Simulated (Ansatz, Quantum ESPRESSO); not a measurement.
# Work function of Ba(100), 5 layers, one monolayer of Au on top sites, part 3 of 6

Wanted: work functions and the surface dipole of Ba(100), 5 layers, one monolayer of Au on top sites at several levels, with their cost.

Quantum ESPRESSO 7.5; plane-wave DFT, PBE, GBRV ultrasoft pseudopotentials; geometry and cross-check by Ansatz 0.2.0 with PAW datasets.

So far. Step 4 (Electrostatic potential): The vacuum is flat to 2.9 meV/Å, so its level is well defined. Inside the slab the curve depends on the local part of the pseudopotentials; only the vacuum level has a meaning of its own. Step 5 (Planar and running averages): Where the running mean is not flat inside, average.x's window, rounded to the grid, doesn't match the spacings there.

## 6. Density by pp.x

plot_num = 0 writes the valence density.

Contents of rho.in:

```
&inputpp
  prefix = 'scf'
  outdir = './out'
  filplot = 'rho.dat'
  plot_num = 0
/
```

On the command line:

```console
OMP_NUM_THREADS=1 mpirun -n 4 pp.x -in rho.in > rho.out
```

What it wrote:

```text
[banner, memory and clock lines left out]
Program POST-PROC v.7.5 starts

          URL

     ./out/scf.save/

     IMPORTANT: XC functional enforced from input :
     Exchange-correlation= PBE
                           (   1   4   3   4   0   0   0)
     Any further DFT definition will be discarded
     Please, verify this is what you really want

     Check: negative core charge=   -0.000003

     negative rho (up, down):  4.432E-01 0.000E+00

     Adding external electric field

     Computed dipole along edir(3) :
        Dipole               -0.7807 Ry au,         -1.9844 Debye
        Dipole field         -0.0020 Ry au,

        Potential amp.        0.2093 Ry
        Total length         52.6825 bohr

     Calling punch_plot, plot_num =   0
     Writing data to file  rho.dat
     Message from routine chdens:
     namelist plot not found or invalid, exiting
```

It took 3.3 s on 4 MPI ranks of Intel Xeon Platinum 8259CL at 2.50GHz (Skylake/Cascade Lake), shared host; peak memory 1 GiB; 13 s of CPU time.

Numbers from this step:

```
electrons by integration : 61.00 e
```

The valence density, planar mean oscillates, so the rows of the table below give means over windows of 2.5 Å about each position, cut where the curve ends. Its maxima inside the range that stand out by 2 % of the span (Å: e/Å³): 8.0: 0.206, 8.6: 0.210, 10.5: 0.215, 11.2: 0.214, 13.0: 0.213, 13.6: 0.213, 15.6: 0.209, 16.3: 0.206, 18.8: 0.201, 19.4: 0.196, 22.0: 0.329. Its minima: 8.2: 0.198, 9.5: 0.0728, 10.8: 0.205, 12.1: 0.0710, 13.4: 0.204, 14.6: 0.0668, 15.9: 0.197, 17.5: 0.0365, 19.2: 0.189, 20.4: 0.0452.

Mean over planes. Valence density, planar mean against z; means over each step:

| z (Å) | valence density, planar mean (e/Å³) |
| --- | --- |
| 0.0 | 7.9e-7 |
| 2.5 | 3.3e-5 |
| 5.0 | 0.00181 |
| 7.5 | 0.115 |
| 10.0 | 0.159 |
| 12.5 | 0.158 |
| 15.0 | 0.151 |
| 17.5 | 0.102 |
| 20.0 | 0.125 |
| 22.5 | 0.157 |
| 25.0 | 6.7e-4 |
| 27.5 | 7.5e-7 |

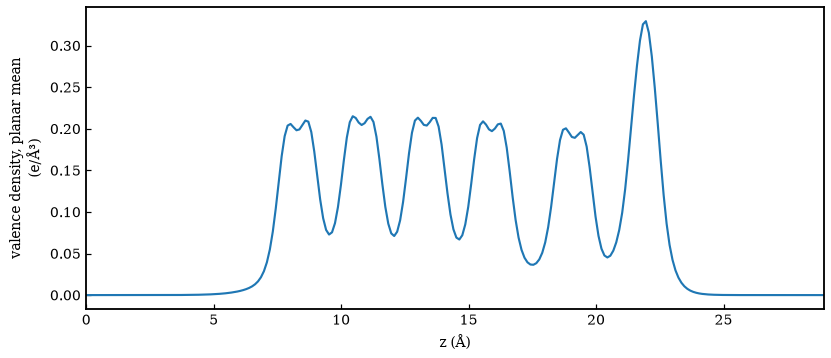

Valence density, planar mean against z.

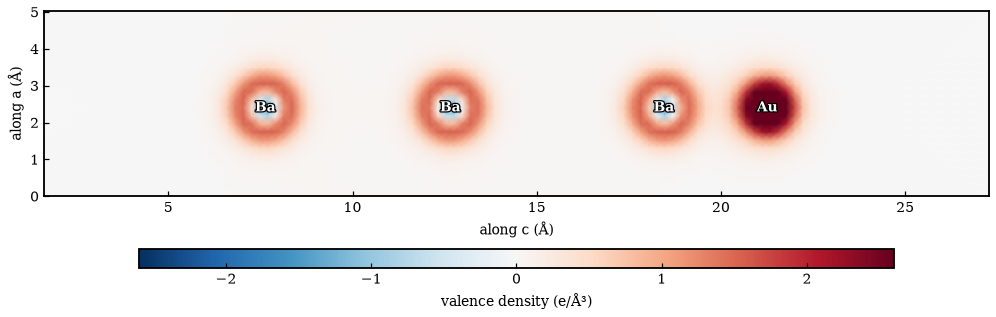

Valence density in the ca plane at fractional y = 0.000, with atoms of Ba and Au within 0.2 Å of it. It is the smooth field of the valence electrons, not physical close to the nuclei. The map starts off the cell's origin, so that atoms lie inside it. The far vacuum is left out of the map.

The density integrates to 61.000 electrons, as the 61 of the input ask.

## 7. Projections on atomic orbitals

Projections on atomic orbitals tell which layers and orbitals hold the states near the zero of energy.

Contents of pdos.in:

```
&projwfc
  prefix = 'scf'
  outdir = './out'
  filpdos = 'pdos'
  Emin = -7.078
  Emax = 4.922
  DeltaE = 0.1
  ngauss = 0
  degauss = 0.01
/
```

On the command line:

```console
OMP_NUM_THREADS=1 mpirun -n 4 projwfc.x -in pdos.in > pdos.out
```

What it wrote:

```text
[banner, memory and clock lines left out]
Program PROJWFC v.7.5 starts

          URL

     ./out/scf.save/

     IMPORTANT: XC functional enforced from input :
     Exchange-correlation= PBE
                           (   1   4   3   4   0   0   0)
     Any further DFT definition will be discarded
     Please, verify this is what you really want

     Check: negative core charge=   -0.000003

     negative rho (up, down):  4.432E-01 0.000E+00

     Adding external electric field

     Computed dipole along edir(3) :
        Dipole               -0.7807 Ry au,         -1.9844 Debye
        Dipole field         -0.0020 Ry au,

        Potential amp.        0.2093 Ry
        Total length         52.6825 bohr

     Gaussian broadening (read from input): ngauss,degauss=   0    0.010000

     Calling projwave ....
     one sub-group per band group will be used

     linear algebra parallelized on   4 procs

  Problem Sizes
  natomwfc =           74
  nx       =           37
  nbnd     =           37
  nkstot   =           20
  npwx     =         5335
  nkb      =          150

     Atomic states used for projection
     (read from pseudopotential files):

     state #   1: atom   1 (Ba ), wfc  1 (l=0 m= 1)
     state #   2: atom   1 (Ba ), wfc  2 (l=1 m= 1)
     state #   3: atom   1 (Ba ), wfc  2 (l=1 m= 2)
     state #   4: atom   1 (Ba ), wfc  2 (l=1 m= 3)
     state #   5: atom   1 (Ba ), wfc  3 (l=2 m= 1)
     state #   6: atom   1 (Ba ), wfc  3 (l=2 m= 2)
     state #   7: atom   1 (Ba ), wfc  3 (l=2 m= 3)
     state #   8: atom   1 (Ba ), wfc  3 (l=2 m= 4)
     state #   9: atom   1 (Ba ), wfc  3 (l=2 m= 5)
     state #  10: atom   1 (Ba ), wfc  4 (l=0 m= 1)
     state #  11: atom   1 (Ba ), wfc  5 (l=1 m= 1)
     state #  12: atom   1 (Ba ), wfc  5 (l=1 m= 2)
     state #  13: atom   1 (Ba ), wfc  5 (l=1 m= 3)
     state #  14: atom   2 (Ba ), wfc  1 (l=0 m= 1)
     state #  15: atom   2 (Ba ), wfc  2 (l=1 m= 1)
     state #  16: atom   2 (Ba ), wfc  2 (l=1 m= 2)
     state #  17: atom   2 (Ba ), wfc  2 (l=1 m= 3)
     state #  18: atom   2 (Ba ), wfc  3 (l=2 m= 1)
     state #  19: atom   2 (Ba ), wfc  3 (l=2 m= 2)
     state #  20: atom   2 (Ba ), wfc  3 (l=2 m= 3)
     state #  21: atom   2 (Ba ), wfc  3 (l=2 m= 4)
     state #  22: atom   2 (Ba ), wfc  3 (l=2 m= 5)
     state #  23: atom   2 (Ba ), wfc  4 (l=0 m= 1)
     state #  24: atom   2 (Ba ), wfc  5 (l=1 m= 1)
     state #  25: atom   2 (Ba ), wfc  5 (l=1 m= 2)
     state #  26: atom   2 (Ba ), wfc  5 (l=1 m= 3)
     state #  27: atom   3 (Ba ), wfc  1 (l=0 m= 1)
     state #  28: atom   3 (Ba ), wfc  2 (l=1 m= 1)
     state #  29: atom   3 (Ba ), wfc  2 (l=1 m= 2)
     state #  30: atom   3 (Ba ), wfc  2 (l=1 m= 3)
     state #  31: atom   3 (Ba ), wfc  3 (l=2 m= 1)
     state #  32: atom   3 (Ba ), wfc  3 (l=2 m= 2)
     state #  33: atom   3 (Ba ), wfc  3 (l=2 m= 3)
     state #  34: atom   3 (Ba ), wfc  3 (l=2 m= 4)
     state #  35: atom   3 (Ba ), wfc  3 (l=2 m= 5)
     state #  36: atom   3 (Ba ), wfc  4 (l=0 m= 1)
     state #  37: atom   3 (Ba ), wfc  5 (l=1 m= 1)
     state #  38: atom   3 (Ba ), wfc  5 (l=1 m= 2)
     state #  39: atom   3 (Ba ), wfc  5 (l=1 m= 3)
     state #  40: atom   4 (Ba ), wfc  1 (l=0 m= 1)
     state #  41: atom   4 (Ba ), wfc  2 (l=1 m= 1)
     state #  42: atom   4 (Ba ), wfc  2 (l=1 m= 2)
     state #  43: atom   4 (Ba ), wfc  2 (l=1 m= 3)
     state #  44: atom   4 (Ba ), wfc  3 (l=2 m= 1)
     state #  45: atom   4 (Ba ), wfc  3 (l=2 m= 2)
     state #  46: atom   4 (Ba ), wfc  3 (l=2 m= 3)
     state #  47: atom   4 (Ba ), wfc  3 (l=2 m= 4)
     state #  48: atom   4 (Ba ), wfc  3 (l=2 m= 5)
     state #  49: atom   4 (Ba ), wfc  4 (l=0 m= 1)
     state #  50: atom   4 (Ba ), wfc  5 (l=1 m= 1)
     state #  51: atom   4 (Ba ), wfc  5 (l=1 m= 2)
     state #  52: atom   4 (Ba ), wfc  5 (l=1 m= 3)
     state #  53: atom   5 (Ba ), wfc  1 (l=0 m= 1)
     state #  54: atom   5 (Ba ), wfc  2 (l=1 m= 1)
     state #  55: atom   5 (Ba ), wfc  2 (l=1 m= 2)
     state #  56: atom   5 (Ba ), wfc  2 (l=1 m= 3)
     state #  57: atom   5 (Ba ), wfc  3 (l=2 m= 1)
     state #  58: atom   5 (Ba ), wfc  3 (l=2 m= 2)
     state #  59: atom   5 (Ba ), wfc  3 (l=2 m= 3)
     state #  60: atom   5 (Ba ), wfc  3 (l=2 m= 4)
     state #  61: atom   5 (Ba ), wfc  3 (l=2 m= 5)
     state #  62: atom   5 (Ba ), wfc  4 (l=0 m= 1)
     state #  63: atom   5 (Ba ), wfc  5 (l=1 m= 1)
     state #  64: atom   5 (Ba ), wfc  5 (l=1 m= 2)
     state #  65: atom   5 (Ba ), wfc  5 (l=1 m= 3)
     state #  66: atom   6 (Au ), wfc  1 (l=2 m= 1)
     state #  67: atom   6 (Au ), wfc  1 (l=2 m= 2)
     state #  68: atom   6 (Au ), wfc  1 (l=2 m= 3)
     state #  69: atom   6 (Au ), wfc  1 (l=2 m= 4)
     state #  70: atom   6 (Au ), wfc  1 (l=2 m= 5)
     state #  71: atom   6 (Au ), wfc  2 (l=0 m= 1)
     state #  72: atom   6 (Au ), wfc  3 (l=1 m= 1)
     state #  73: atom   6 (Au ), wfc  3 (l=1 m= 2)
     state #  74: atom   6 (Au ), wfc  3 (l=1 m= 3)

[... projections of each state ...]
Lowdin Charges:

     Atom #   1: total charge =   9.8772, s =  2.5789,
     Atom #   1: total charge =   9.8772, p =  6.4917, pz=  2.1449, px=  2.1734, py=  2.1734,
     Atom #   1: total charge =   9.8772, d =  0.8065, dz2=  0.1752, dxz=  0.1152, dyz=  0.1152, dx2-y2=  0.2542, dxy=  0.1467,
     Atom #   2: total charge =  10.1196, s =  2.3779,
     Atom #   2: total charge =  10.1196, p =  6.6199, pz=  2.2095, px=  2.2052, py=  2.2052,
     Atom #   2: total charge =  10.1196, d =  1.1218, dz2=  0.2699, dxz=  0.1749, dyz=  0.1749, dx2-y2=  0.3086, dxy=  0.1934,
     Atom #   3: total charge =  10.0254, s =  2.3869,
     Atom #   3: total charge =  10.0254, p =  6.5614, pz=  2.1892, px=  2.1861, py=  2.1861,
     Atom #   3: total charge =  10.0254, d =  1.0771, dz2=  0.2858, dxz=  0.1594, dyz=  0.1594, dx2-y2=  0.2918, dxy=  0.1807,
     Atom #   4: total charge =  10.0112, s =  2.4708,
     Atom #   4: total charge =  10.0112, p =  6.6104, pz=  2.2139, px=  2.1982, py=  2.1982,
     Atom #   4: total charge =  10.0112, d =  0.9300, dz2=  0.2156, dxz=  0.1745, dyz=  0.1745, dx2-y2=  0.2138, dxy=  0.1516,
     Atom #   5: total charge =   9.7814, s =  2.4163,
     Atom #   5: total charge =   9.7814, p =  6.5183, pz=  2.3001, px=  2.1091, py=  2.1091,
     Atom #   5: total charge =   9.7814, d =  0.8469, dz2=  0.4199, dxz=  0.1409, dyz=  0.1409, dx2-y2=  0.0835, dxy=  0.0615,
     Atom #   6: total charge =  11.1400, s =  1.2322,
     Atom #   6: total charge =  11.1400, p =  0.1946, pz=  0.1212, px=  0.0367, py=  0.0367,
     Atom #   6: total charge =  11.1400, d =  9.7132, dz2=  1.9175, dxz=  1.9120, dyz=  1.9120, dx2-y2=  1.9837, dxy=  1.9881,
     Spilling Parameter:   0.0007
```

The job ended after 4.7 s (4 MPI ranks; peak memory 0.38 GiB; 18 s of CPU time).

Numbers from this step:

| Quantity | Value |
| --- | --- |
| spilling of the projection | 7.00e-4 |

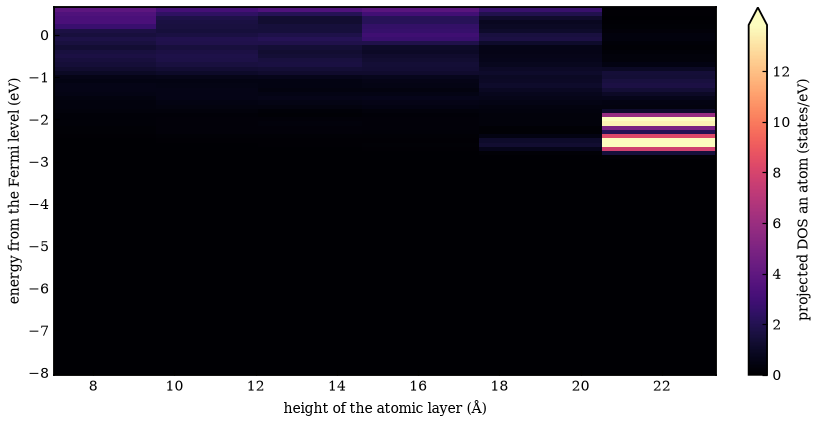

Projected DOS an atom over height of the atomic layer and energy from the Fermi level. Columns are the atomic layers from the bottom up.

The atomic orbitals miss 0.1 % of the occupied states; for empty states the projections can miss much more.

## 8. Ground state: open boundaries by the effective screening medium

The effective screening medium with bc1 puts vacuum on both sides and removes the images along the normal. The slab must sit about z = 0, symmetry is kept, and the .esm1 file holds the planar potential.

Contents of esm.in:

```
&control
  prefix = 'esm'
  outdir = './out'
  pseudo_dir = './pseudo'
  calculation = 'scf'
  tprnfor = .true.
/
&system
  ibrav = 0
  nat = 6
  ntyp = 2
  ecutwfc = 40
  ecutrho = 200
  occupations = 'smearing'
  smearing = 'mv'
  degauss = 0.02
  assume_isolated = 'esm'
  esm_bc = 'bc1'
/
&electrons
  conv_thr = 1e-07
  mixing_beta = 0.4
  electron_maxstep = 120
  mixing_mode = 'local-TF'
/
ATOMIC_SPECIES
  Ba  137.3270  ba_pbe_v1.uspp.F.UPF
  Au  196.9666  au_pbe_v1.uspp.F.UPF
CELL_PARAMETERS angstrom
  5.02000000000000 0.00000000000000 0.00000000000000
  0.00000000000000 5.02000000000000 0.00000000000000
  0.00000000000000 0.00000000000000 29.04000000000000
ATOMIC_POSITIONS crystal
  Ba  0.000000000000 0.000000000000 -0.234529297158
  Ba  0.500000000000 0.500000000000 -0.148096790258
  Ba  0.000000000000 0.000000000000 -0.061664283358
  Ba  0.500000000000 0.500000000000 0.026960693908
  Ba  0.000000000000 0.000000000000 0.137987995220
  Au  0.000000000000 0.000000000000 0.234529297158
K_POINTS automatic
  6 6 1 0 0 0
```

On the command line:

```console
OMP_NUM_THREADS=1 mpirun -n 4 pw.x -nk 2 -in esm.in > esm.out
```

What it wrote:

```text
[banner, memory and clock lines left out]
Program PWSCF v.7.5 starts
[citation notice left out]

[...]
Message from routine setup:
[...]
bravais-lattice index     =            0
     lattice parameter (alat)  =       9.4864  a.u.
     unit-cell volume          =    4938.5636 (a.u.)^3
     number of atoms/cell      =            6
     number of atomic types    =            2
     number of electrons       =        61.00
     number of Kohn-Sham states=           37
     kinetic-energy cutoff     =      40.0000  Ry
     charge density cutoff     =     200.0000  Ry
     scf convergence threshold =      1.0E-07
     mixing beta               =       0.4000
     number of iterations used =            8  local-TF  mixing
     Exchange-correlation= SLA  PW   PBE  PBE
                           (   1   4   3   4   0   0   0)

     Effective Screening Medium Method
     Boundary Conditions: Vacuum-Slab-Vacuum
     total charge in unit cell        =   0.0000
     grid points for fit at edges     =        4

[...]
PseudoPot. # 1 for Ba read from file:
     ./pseudo/ba_pbe_v1.uspp.F.UPF
     Pseudo is Ultrasoft + core correction, Zval = 10.0
     Generated by new atomic code, or converted to UPF format
     Using radial grid of  907 points,  7 beta functions with:
                l(1) =   0
                l(2) =   0
                l(3) =   1
                l(4) =   1
                l(5) =   2
                l(6) =   2
                l(7) =   3
     Q(r) pseudized with  6 coefficients,  rinner =    1.700   1.700   1.700
                                                       1.700   1.700   1.700
                                                       1.700

     PseudoPot. # 2 for Au read from file:
     ./pseudo/au_pbe_v1.uspp.F.UPF
     Pseudo is Ultrasoft + core correction, Zval = 11.0
     Generated by new atomic code, or converted to UPF format
     Using radial grid of  985 points,  7 beta functions with:
                l(1) =   0
                l(2) =   0
                l(3) =   1
                l(4) =   1
                l(5) =   2
                l(6) =   2
                l(7) =   3
     Q(r) pseudized with  6 coefficients,  rinner =    1.900   1.900   1.900
                                                       1.900   1.900   1.900
                                                       1.900

     atomic species   valence    mass     pseudopotential
     Ba               10.00   137.32700     Ba( 1.00)
     Au               11.00   196.96660     Au( 1.00)

      8 Sym. Ops. (no inversion) found

[...]
number of k points=    10  Marzari-Vanderbilt smearing, width (Ry)=  0.0200
[...]
Dense  grid:   236071 G-vectors     FFT dimensions: (  45,  45, 250)

     Smooth grid:   168565 G-vectors     FFT dimensions: (  40,  40, 225)

     Check: negative core charge=   -0.000003

     Initial potential from superposition of free atoms

     starting charge      60.9249, renormalised to      61.0000

     negative rho (up, down):  4.764E-01 0.000E+00
     Starting wfcs are   74 randomized atomic wfcs

     per-process dynamical memory:   141.5 Mb

     Self-consistent Calculation

     iteration #  1     ecut=    40.00 Ry     beta= 0.40
     Davidson diagonalization with overlap
     ethr =  1.00E-02,  avg # of iterations =  1.1

     negative rho (up, down):  4.646E-01 0.000E+00

     total energy              =    -466.22155216 Ry
     estimated scf accuracy    <       1.43566395 Ry

     iteration #  2     ecut=    40.00 Ry     beta= 0.40
[...]
negative rho (up, down):  4.412E-01 0.000E+00

[...]
total energy              =    -466.16333882 Ry
     estimated scf accuracy    <       0.73350565 Ry

     iteration #  3     ecut=    40.00 Ry     beta= 0.40
[...]
negative rho (up, down):  4.458E-01 0.000E+00

[...]
total energy              =    -466.20625055 Ry
     estimated scf accuracy    <       0.10401549 Ry

     iteration #  4     ecut=    40.00 Ry     beta= 0.40
[...]
negative rho (up, down):  4.488E-01 0.000E+00

[...]
total energy              =    -466.23712723 Ry
     estimated scf accuracy    <       0.03554354 Ry

     iteration #  5     ecut=    40.00 Ry     beta= 0.40
[...]
c_bands:  1 eigenvalues not converged
     c_bands:  1 eigenvalues not converged
     c_bands:  1 eigenvalues not converged
[...]
negative rho (up, down):  4.442E-01 0.000E+00

[...]
total energy              =    -466.24523307 Ry
     estimated scf accuracy    <       0.15823318 Ry

     iteration #  6     ecut=    40.00 Ry     beta= 0.40
[...]
negative rho (up, down):  4.453E-01 0.000E+00

[...]
total energy              =    -466.25039999 Ry
     estimated scf accuracy    <       0.09301718 Ry

[...]
iteration # 35     ecut=    40.00 Ry     beta= 0.40
[...]
c_bands:  1 eigenvalues not converged
[...]
negative rho (up, down):  4.427E-01 0.000E+00

[...]
total energy              =    -466.25443144 Ry
     estimated scf accuracy    <       0.00000049 Ry

     iteration # 36     ecut=    40.00 Ry     beta= 0.40
[...]
negative rho (up, down):  4.427E-01 0.000E+00

[...]
total energy              =    -466.25442421 Ry
     estimated scf accuracy    <       0.00000033 Ry

     iteration # 37     ecut=    40.00 Ry     beta= 0.40
[...]
negative rho (up, down):  4.427E-01 0.000E+00

[...]
total energy              =    -466.25442753 Ry
     estimated scf accuracy    <       0.00000017 Ry

     iteration # 38     ecut=    40.00 Ry     beta= 0.40
[...]
negative rho (up, down):  4.427E-01 0.000E+00

[...]
End of self-consistent calculation

          k = 0.0000 0.0000 0.0000 ( 21211 PWs)   bands (ev):

   -33.3681 -33.0254 -32.7423 -32.7361 -32.6502 -18.5672 -18.4608 -18.4608
   -18.2096 -18.1684 -18.1684 -17.9769 -17.9480 -17.9480 -17.9014 -17.9014
   -17.8985 -17.8034 -17.7309 -17.7309  -6.5226  -6.3440  -6.3394  -6.3394
    -5.9580  -5.8691  -5.8512  -5.3592  -4.7546  -4.2889  -4.2203  -4.1524
    -3.7503  -3.1384  -3.0333  -2.3904  -2.1599

          k = 0.0000 0.1667 0.0000 ( 21161 PWs)   bands (ev):

   -33.3673 -33.0245 -32.7410 -32.7355 -32.6505 -18.5676 -18.4821 -18.4572
   -18.2128 -18.1956 -18.1619 -17.9757 -17.9586 -17.9467 -17.9355 -17.8958
   -17.8925 -17.7874 -17.7441 -17.7406  -6.4865  -6.3537  -6.3383  -6.1381
    -5.9433  -5.8589  -5.6876  -5.2309  -4.6527  -4.1937  -4.0672  -4.0034
    -3.6721  -3.1689  -3.0360  -2.6237  -2.5002

[...]
the Fermi energy is    -3.8454 ev

!    total energy              =    -466.25442753 Ry
     estimated scf accuracy    <       0.00000006 Ry
     smearing contrib. (-TS)   =      -0.00398186 Ry
     internal energy E=F+TS    =    -466.25044567 Ry

     The total energy is F=E-TS. E is the sum of the following terms:
     one-electron contribution =    5260.59399638 Ry
     hartree contribution      =   -2631.22543130 Ry
     xc contribution           =    -200.00584002 Ry
     ewald contribution        =   -2895.61317072 Ry

     convergence has been achieved in  38 iterations

     negative rho (up, down):  4.427E-01 0.000E+00

     Forces acting on atoms (cartesian axes, Ry/au):

     atom    1 type  1   force =     0.00000000    0.00000000   -0.00274473
     atom    2 type  1   force =     0.00000000    0.00000000    0.00631199
     atom    3 type  1   force =     0.00000000    0.00000000   -0.00355125
     atom    4 type  1   force =     0.00000000    0.00000000   -0.00010075
     atom    5 type  1   force =     0.00000000    0.00000000   -0.00390173
     atom    6 type  2   force =     0.00000000    0.00000000    0.00400861

     Total force =     0.009555     Total SCF correction =     0.001027
     SCF correction compared to forces is large: reduce conv_thr to get better values

[...]
```

The job ended after 6.3 min (4 MPI ranks; peak memory 2 GiB; 25 min of CPU time).

Numbers from this step:

```
free energy                                                    : -6343.7147 eV
Fermi energy                                                   : -3.845 eV
vacuum line at the lower end of the cell, over the Fermi level : 2.350 eV
vacuum line at the upper end of the cell, over the Fermi level : 5.341 eV
```

The potential energy, planar mean oscillates, so the rows of the table below give means over windows of 2.56 Å about each position, cut where the curve ends. Its maxima inside the range that stand out by 2 % of the span (Å: eV): -5.6: -0.665, -3.0: -0.577, -0.6: -0.532, 2.3: 1.02, 6.8: 3.62. Its minima: -6.7: -3.75, -4.3: -3.24, -1.9: -3.34, 0.7: -3.61, 4.0: -3.91, 7.3: 3.35.

Electrostatic potential energy of an electron; zero at the Fermi level. Table of potential energy, planar mean by z; means over each step:

| z (Å) | potential energy, planar mean (eV) |
| --- | --- |
| -13.24 | 2.35 |
| -10.68 | 2.30 |
| -8.12 | -0.159 |
| -5.56 | -2.27 |
| -3.00 | -2.13 |
| -0.44 | -2.17 |
| 2.12 | -0.804 |
| 4.68 | -0.941 |
| 7.24 | 3.83 |
| 9.80 | 5.32 |
| 12.36 | 5.34 |

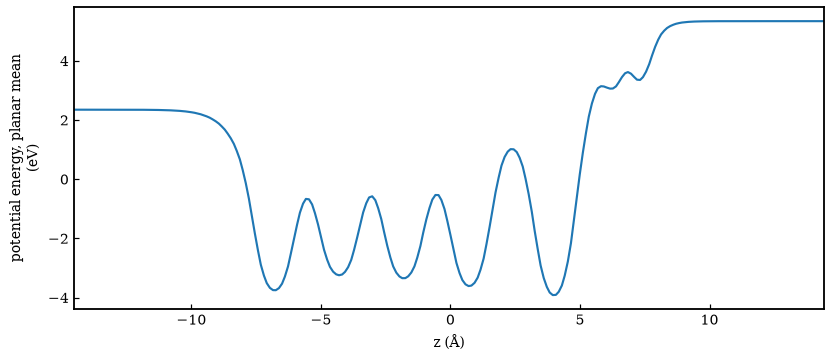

Potential energy, planar mean, plotted against z.

The vacuum levels are read from the outermost 0.7 Å of the cell on either side.

The run needed 38 iterations to bring the estimated error under 1e-07 Ry; the largest force on any atom, held or free, is 0.16 eV/Å.

The upper level is 5.341 eV against 5.330 eV from the periodic run.

[end of part 3 of 6]

[Logs are printed without paths, hosts, clocks, repeated set-up lines and the standing remarks that a program may print on its own settings, such as how far it seeks lower states.]

[Hosts, paths, dates, database ids (printed as entryN), source tags and the programs' standing remarks are cut or masked in the printed files.]

[Maps of the electrostatic potential energy from Ansatz leave out the sawtooth potential of an applied field or a dipole correction, so their vacuum need not be flat; planar profiles and work functions include it.]
